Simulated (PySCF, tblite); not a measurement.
**C₃H₉AlF₂O: geometry, infrared bands and NMR shifts**

What infrared bands and NMR shifts should C₃H₉AlF₂O (`FCC[O+]([AlH3-])CF`) show?

Programs: tblite 0.8.0 and PySCF 2.14.0, with density-fitted response routines of our own. Each step states its level of theory. These are calculated values for one molecule in the gas phase, unless marked as measured. Atoms are numbered from 0 throughout.

### 1 The molecule as given

16 atoms, charge 0, multiplicity 1; geometry from: force field or distance geometry start.

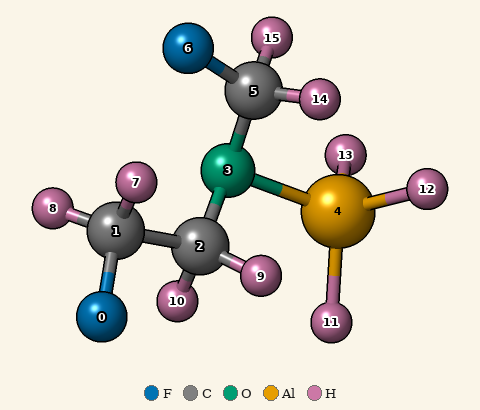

The starting geometry (fluorine blue, carbon grey, oxygen teal, aluminium amber, hydrogen pink), atoms numbered.

### 2 Optimising the geometry with GFN2-xTB

Job settings and geometry (Å):

```
{"job": {"kind": "relax", "xc": "GFN2-xTB", "basis": "xTB"}, "charge": 0, "multiplicity": 1}
F     -2.305300    -1.958500     0.762800
C     -1.932600    -0.729000     0.180300
C     -0.444900    -0.809400     0.005600
O      0.159300     0.297200    -0.560300
Al     1.977600    -0.097200    -0.488900
C      0.041100     1.480800     0.114800
F     -1.205500     1.971400     0.307900
H     -2.152800     0.002100     1.004700
H     -2.503500    -0.531000    -0.712100
H      0.097500    -1.112800     0.907700
H     -0.288500    -1.638600    -0.747000
H      2.140500    -1.679100    -0.574600
H      2.591400     0.390000     0.922900
H      2.652100     0.690900    -1.701500
H      0.596600     1.482400     1.074300
H      0.569400     2.249600    -0.508000
```

Command:

```sh
$ OMP_NUM_THREADS=1 python probes_run.py task.json out
```

This one command runs all jobs of the session in turn.

The log of the run:

```text
step      E/eV     max force
  0    -696.70599    2.990
  1    -697.04050    2.212
  2    -697.19678    1.351
  3    -697.30618    0.607
  4    -697.34640    0.410
  5    -697.36206    0.368
  6    -697.37445    0.256
  7    -697.38372    0.207
  8    -697.38969    0.236
  9    -697.39467    0.234
 10    -697.40220    0.211
 11    -697.41316    0.253
 12    -697.42640    0.315
 13    -697.44084    0.316
 14    -697.45871    0.400
 15    -697.47897    0.446
 16    -697.49726    0.375
 17    -697.51275    0.277
 18    -697.52708    0.330
 19    -697.54378    0.446
 20    -697.56270    0.341
 21    -697.57055    0.333
 22    -697.57912    0.386
 23    -697.58759    0.242
 24    -697.59829    0.178
 25    -697.60513    0.169
 26    -697.61141    0.181
 27    -697.61659    0.187
 28    -697.62141    0.183
 29    -697.62562    0.164
 30    -697.62969    0.129
 31    -697.63371    0.146
 32    -697.63780    0.149
 33    -697.64194    0.174
 34    -697.64580    0.163
 35    -697.64939    0.169
 36    -697.65303    0.177
 37    -697.65703    0.154
 38    -697.65941    0.129
 39    -697.66171    0.096
 40    -697.66342    0.091
 41    -697.66541    0.106
 42    -697.66779    0.118
 43    -697.67075    0.137
 44    -697.67397    0.160
 45    -697.67724    0.150
 46    -697.68068    0.151
 47    -697.68472    0.172
 48    -697.68880    0.148
 49    -697.69184    0.107
 50    -697.69380    0.095
 51    -697.69528    0.089
 52    -697.69680    0.110
 53    -697.69867    0.140
 54    -697.70149    0.161
 55    -697.70616    0.157
 56    -697.71165    0.167
 57    -697.71829    0.176
 58    -697.72486    0.192
 59    -697.73072    0.215
 60    -697.73602    0.166
 61    -697.74122    0.204
 62    -697.74738    0.167
 63    -697.75520    0.133
 64    -697.75856    0.138
 65    -697.76495    0.135
 66    -697.76869    0.150
 67    -697.77146    0.102
 68    -697.77338    0.091
 69    -697.77472    0.093
 70    -697.77662    0.100
 71    -697.77956    0.120
 72    -697.78303    0.123
 73    -697.78620    0.122
 74    -697.78862    0.129
 75    -697.79042    0.125
 76    -697.79198    0.103
 77    -697.79314    0.110
 78    -697.79415    0.072
 79    -697.79487    0.051
 80    -697.79565    0.062
 81    -697.79635    0.061
 82    -697.79700    0.050
 83    -697.79745    0.050
 84    -697.79782    0.041
 85    -697.79818    0.041
 86    -697.79859    0.046
 87    -697.79902    0.048
 88    -697.79946    0.048
 89    -697.79991    0.054
 90    -697.80048    0.061
 91    -697.80126    0.075
 92    -697.80202    0.061
 93    -697.80271    0.066
 94    -697.80312    0.053
 95    -697.80347    0.039
 96    -697.80370    0.038
 97    -697.80398    0.028
 98    -697.80409    0.016
 99    -697.80413    0.014
100    -697.80415    0.012
101    -697.80419    0.011
102    -697.80422    0.010
```

Wall time 0.63 s (1 thread of Arm Neoverse V1, shared host); peak memory 0.18 GiB.

The steps of the relaxation: (not every step is listed)

```
step  energy from step 0 (eV)  largest force (eV/Å)
   0                   0.0000                2.9898
   1                  -0.3345                2.2121
   2                  -0.4908                1.3514
   3                  -0.6002                0.6068
   4                  -0.6404                0.4099
   5                  -0.6561                0.3675
   6                  -0.6685                0.2560
   7                  -0.6777                0.2074
   8                  -0.6837                0.2360
  16                  -0.7913                0.3748
  24                  -0.8923                0.1784
  32                  -0.9318                0.1491
  40                  -0.9574                0.0906
  48                  -0.9828                0.1477
  56                  -1.0057                0.1673
  64                  -1.0526                0.1379
  72                  -1.0770                0.1226
  80                  -1.0897                0.0624
  88                  -1.0935                0.0479
  96                  -1.0977                0.0384
  97                  -1.0980                0.0282
  98                  -1.0981                0.0163
  99                  -1.0981                0.0139
 100                  -1.0982                0.0117
 101                  -1.0982                0.0112
 102                  -1.0982                0.0102
```

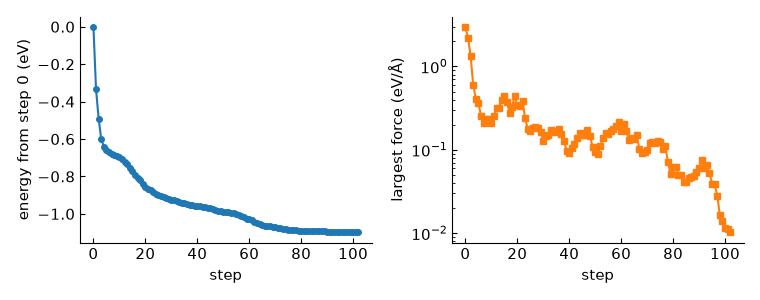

Energy and force, step by step.

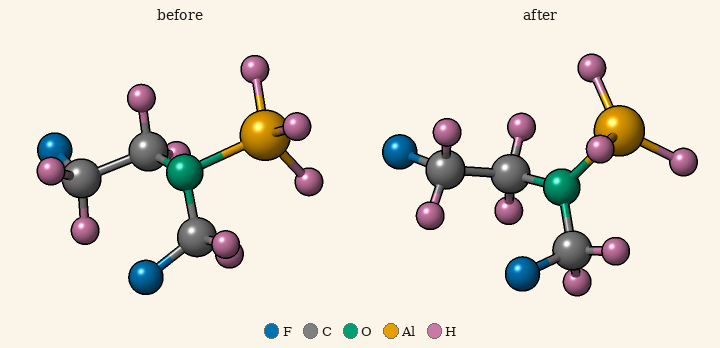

The geometry before (left) and after (right).

Distances of close pairs at the start and the end, largest changes first:

```
   bond  before (Å)  after (Å)  change (Å)
 O3–Al4       1.862      1.908      +0.046
  F0–C1       1.411      1.368      -0.042
 C2–H10       1.131      1.094      -0.037
  C2–O3       1.382      1.419      +0.037
Al4–H12       1.615      1.583      -0.032
  C1–C2       1.500      1.531      +0.031
  C1–H7       1.124      1.094      -0.030
 C5–H15       1.122      1.097      -0.025
```

The next job starts from the end point, and lists it.

### 3 Vibrational analysis with GFN2-xTB

Job settings and geometry (Å):

```
{"job": {"kind": "ir", "xc": "GFN2-xTB", "basis": "xTB"}, "charge": 0, "multiplicity": 1}
F     -2.580083    -1.830610     0.241570
C     -1.770339    -0.819548    -0.199261
C     -0.492900    -0.825327     0.644147
O      0.454637     0.125897     0.185295
Al     1.917391    -0.045057    -1.027017
C      0.309785     1.425228     0.613061
F     -0.819889     1.983100     0.100024
H     -2.334809     0.112193    -0.100686
H     -1.530323    -1.014924    -1.249494
H     -0.729371    -0.647020     1.699404
H     -0.007708    -1.799692     0.539463
H      1.722324    -1.588726    -1.237607
H      3.025632     0.478691    -0.026022
H      1.427595     0.968993    -2.123932
H      0.231724     1.500846     1.706995
H      1.168735     1.984902     0.222650
```

The log of the run:

```text
mode    cm-1     km/mol
  1      38.7      2.78
  2      63.4     10.66
  3      82.7      7.23
  4     121.1      1.39
  5     167.1      1.22
  6     173.1      1.81
  7     274.2      3.69
  8     277.1     11.37
  9     381.6      3.54
 10     432.6     18.35
 11     487.1     23.48
 12     515.5      7.20
 13     609.4      9.96
 14     772.7    229.70
 15     776.5    396.70
 16     798.7    591.21
 17     806.7     11.12
 18     941.4     14.12
 19    1025.1    127.53
 20    1035.4     32.96
 21    1047.7      5.57
 22    1062.4     86.81
 23    1123.2     15.32
 24    1132.3     93.51
 25    1187.9     43.06
 26    1232.0      2.14
 27    1255.4      7.66
 28    1283.3      4.90
 29    1319.1      4.38
 30    1342.1      2.97
 31    1402.6      5.71
 32    1432.4     11.33
 33    1438.7      1.06
 34    1621.7    307.69
 35    1667.4    135.88
 36    1675.2    393.69
 37    2907.5     27.29
 38    2928.3      5.93
 39    2936.8      7.71
 40    2957.9     24.27
 41    2964.6      4.26
 42    2979.1      6.17
```

Run time: 0.47 s. Hardware: 1 thread of Arm Neoverse V1, shared host; peak memory 0.18 GiB.

Which atoms move in the most intense modes:

```
cm⁻¹  km/mol                         atoms
 773   229.7  H11 59 %, H13 22 %, H12 13 %
 776   396.7            H12 45 %, H13 41 %
 799   591.2  H12 38 %, H13 27 %, H11 25 %
1025   127.5              C5 53 %, F6 35 %
1132    93.5     O3 43 %, C5 19 %, C2 17 %
1622   307.7                      H12 95 %
1667   135.9            H13 78 %, H11 19 %
1675   393.7            H11 77 %, H13 17 %
```

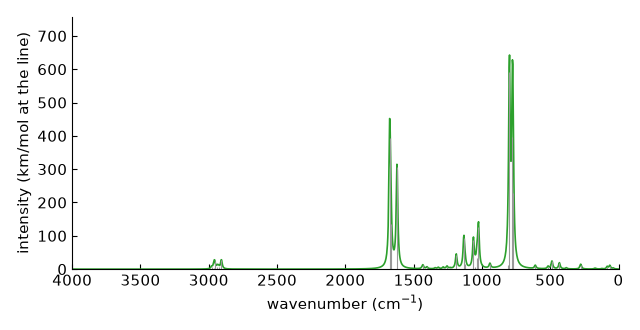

The infrared spectrum from these modes, unscaled. Lines are broadened to a width of 14 cm⁻¹ (Lorentzian).

### 4 NMR shieldings: PBE0/pcSseg-1

Settings changed since step 3:

```diff
@@ -1,2 +1,2 @@
-{"job": {"kind": "ir", "xc": "GFN2-xTB", "basis": "xTB"}, "charge": 0, "multiplicity": 1}
+{"job": {"kind": "nmr", "xc": "PBE0", "basis": "pcSseg-1"}, "charge": 0, "multiplicity": 1}
 F     -2.580083    -1.830610     0.241570
```

With the program's defaults for keys left out, this is: GIAO PBE0/pcSseg-1 NMR shielding, non-relativistic, gas phase.

The log of the run:

```text
coarse grid: 13720 points
cycle   1  E = -636.3071174429  dE =  7.143e-01  |g| = 7.103e-01  |ddm| = 3.278e+00
cycle   2  E = -636.2536117158  dE =  5.351e-02  |g| = 9.558e-01  |ddm| = 9.203e-01
cycle   3  E = -636.3917640962  dE = -1.382e-01  |g| = 5.891e-02  |ddm| = 5.274e-01
cycle   4  E = -636.3922803968  dE = -5.163e-04  |g| = 2.164e-02  |ddm| = 4.606e-02
cycle   5  E = -636.3923509310  dE = -7.053e-05  |g| = 8.654e-03  |ddm| = 1.686e-02
cycle   6  E = -636.3923625572  dE = -1.163e-05  |g| = 2.202e-03  |ddm| = 5.529e-03
cycle   7  E = -636.3923634607  dE = -9.035e-07  |g| = 3.815e-04  |ddm| = 1.723e-03
final grid: 128280 points
cycle   8  E = -636.4560067785  dE = -3.701e-05  |g| = 1.092e-02  |ddm| = 2.083e-02
cycle   9  E = -636.4559897748  dE =  1.700e-05  |g| = 1.502e-02  |ddm| = 1.282e-02
cycle  10  E = -636.4560280597  dE = -3.828e-05  |g| = 1.024e-03  |ddm| = 7.438e-03
cycle  11  E = -636.4560282692  dE = -2.096e-07  |g| = 2.663e-04  |ddm| = 9.265e-04
cycle  12  E = -636.4560282797  dE = -1.049e-08  |g| = 1.170e-04  |ddm| = 2.002e-04
cycle  13  E = -636.4560282816  dE = -1.844e-09  |g| = 2.004e-05  |ddm| = 6.606e-05
cycle  14  E = -636.4560282816  dE = -6.662e-11  |g| = 3.928e-06  |ddm| = 1.836e-05
converged SCF energy = -636.4560282816

GIAO shielding tensors (ppm)
atom      isotropic    diamagn.    paramagn.     s11        s22        s33       span
  0 F      434.128     467.165     -33.037    401.456    430.268    470.660     69.205
  1 C      104.944     245.493    -140.548     70.862     78.616    165.355     94.492
  2 C      112.425     246.135    -133.710     79.251     91.509    166.515     87.264
  3 O      270.053     403.153    -133.100    204.289    290.285    315.584    111.295
  4 Al     401.381     795.899    -394.518    373.989    401.209    428.946     54.957
  5 C       78.168     240.128    -161.960     56.739     78.904     98.859     42.120
  6 F      344.269     474.563    -130.294    233.175    347.948    451.683    218.508
  7 H       26.513      29.610      -3.097     21.504     26.977     31.059      9.555
  8 H       26.622      29.648      -3.027     22.868     27.703     29.293      6.425
  9 H       27.750      30.217      -2.467     24.453     27.034     31.762      7.309
 10 H       26.692      29.961      -3.270     22.835     26.890     30.351      7.516
 11 H       27.490      30.665      -3.176     23.898     27.196     31.376      7.478
 12 H       27.382      30.069      -2.687     23.953     26.342     31.852      7.899
 13 H       27.294      30.460      -3.166     23.870     26.605     31.407      7.538
 14 H       26.198      28.750      -2.552     22.087     26.214     30.291      8.204
 15 H       25.392      28.892      -3.500     20.798     26.547     28.832      8.035
```

Wall time 26 s (1 thread of Arm Neoverse V1, shared host); peak memory 0.77 GiB.

The references, computed at this level on geometries of the same kind, shield at (ppm): 1H TMS 31.72, 13C TMS 186.9, 19F CFCl3 170.9, 17O H2O 336.1, 27Al AlH4- 490.0. Their shielding less the atom's gives the shift. The references are single molecules in the gas phase, so shifts against H2O, NH3, PH3, H3PO4 or CFCl3 are not on the usual liquid scales and can be off by tens of ppm. Shifts against hydride references such as AlH4− lie on their own scale. Atoms listed in one row are averaged.

```
        atoms                               environment  σ (ppm)  δ (ppm)
           C5                 sp3 CH2 bonded to F and O     78.2    108.8
           C1                       sp3 CH2 bonded to F    104.9     82.0
           C2                       sp3 CH2 bonded to O    112.4     74.5
     H14, H15  hydrogen on an sp3 CH2 bonded to F and O    25.80     5.92
       H7, H8        hydrogen on an sp3 CH2 bonded to F    26.57     5.15
      H9, H10        hydrogen on an sp3 CH2 bonded to O    27.22     4.50
H11, H12, H13      hydrogen on an aluminium bonded to O    27.39     4.33
           F6                 fluorine on an sp3 carbon    344.3   -173.3
           F0                 fluorine on an sp3 carbon    434.1   -263.2
           O3            donor oxygen of a Lewis adduct    270.1     66.0
          Al4                aluminium bonded to O, 3 H    401.4     88.6
```

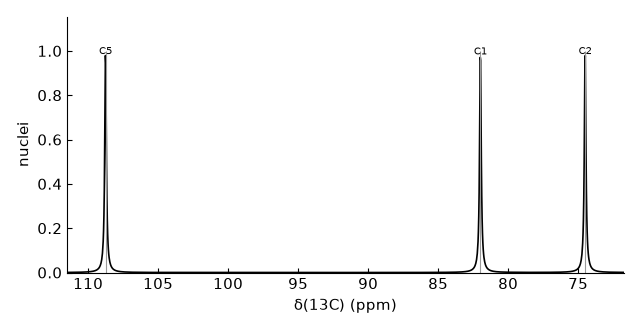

13C lines at the computed shifts, without couplings. Lines are broadened to a width of 0.14 ppm (Lorentzian).

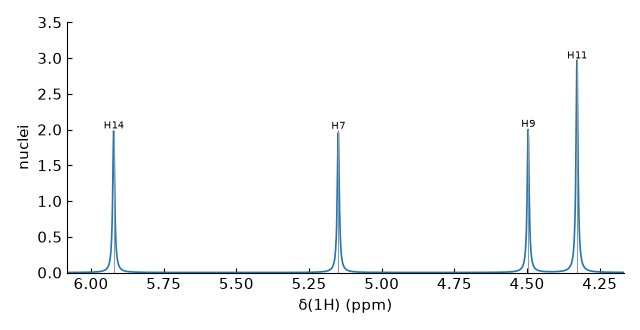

1H lines at the computed shifts, without couplings. Lines are broadened to a width of 0.01 ppm (Lorentzian).

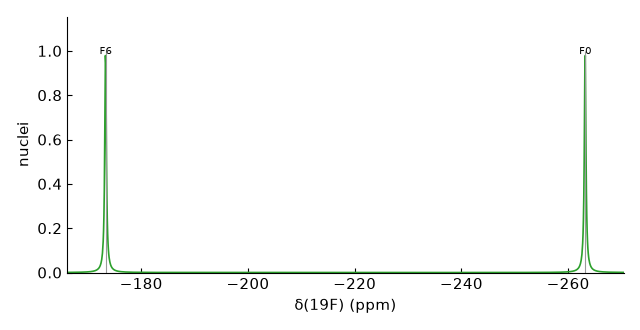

19F lines at the computed shifts, without couplings. Lines are broadened to a width of 0.36 ppm (Lorentzian).

Charges from the same density, by scheme (e):

```
atoms  Mulliken    IAO  Hirshfeld  ESP fit
   F0     -0.33  -0.32      -0.11    -0.28
   C1      0.15   0.04       0.02     0.26
   C2      0.02  -0.08       0.03     0.00
   O3     -0.63  -0.31      -0.03    -0.32
  Al4      0.71   0.48       0.31     0.76
   C5      0.40   0.23       0.12     0.23
   F6     -0.31  -0.31      -0.09    -0.22
```

IAO charges:

F0 -0.32; C1 0.04; C2 -0.08; O3 -0.31; Al4 0.48; C5 0.23; F6 -0.31; H7 0.16; H8 0.16; H9 0.15; H10 0.18; H11 -0.24; H12 -0.24; H13 -0.23; H14 0.15; H15 0.18

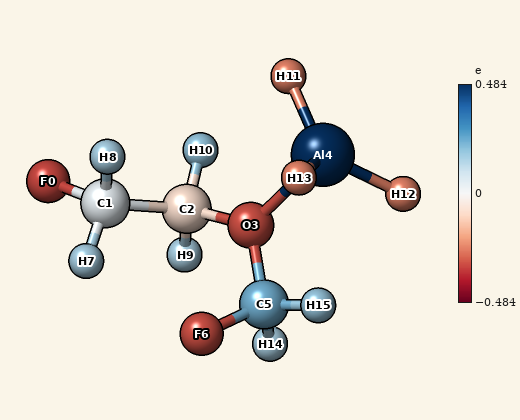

IAO charges, as colours on the atoms.

Mayer bond orders: F0–C1 0.89, C1–C2 1.04, C2–O3 0.77, O3–Al4 0.26, O3–C5 0.89, C5–F6 0.93.

### 5 Summary of results

```
                                                              quantity                       value
                             strongest single infrared mode (GFN2-xTB)        799 cm⁻¹, 591 km/mol
                                          zero-point energy (GFN2-xTB)               69.6 kcal/mol
                                13C shifts against TMS (PBE0/pcSseg-1)       108.8, 82.0, 74.5 ppm
1H shifts against TMS (PBE0/pcSseg-1, means over atoms taken as alike)  5.92, 5.15, 4.50, 4.33 ppm
                              19F shifts against CFCl3 (PBE0/pcSseg-1)          -173.3, -263.2 ppm
                                17O shifts against H2O (PBE0/pcSseg-1)                    66.0 ppm
                             27Al shifts against AlH4- (PBE0/pcSseg-1)                    88.6 ppm
```

What this shows: Relaxing lowered the energy by 1.098 eV in 102 steps; the close pair that moved most is O3–Al4, from 1.862 to 1.908 Å. All 42 modes are real, so the xTB geometry is a minimum. The strongest single mode, at 799 cm⁻¹, has its largest shares on H12, H13 and H11 (the list is cut at 3 atoms). Unscaled tight-binding wavenumbers are off by several per cent, some by more. Its intensities can rank the bands wrongly. H14, H15 (mean) (hydrogen on an sp3 CH2 bonded to F and O) lies farthest downfield among hydrogen, at 5.92 ppm; its carbon carries F and O, which withdraws density. At PBE0/pcSseg-1: Shielding is most anisotropic at F6 (span 219 ppm, paramagnetic term -130 ppm).
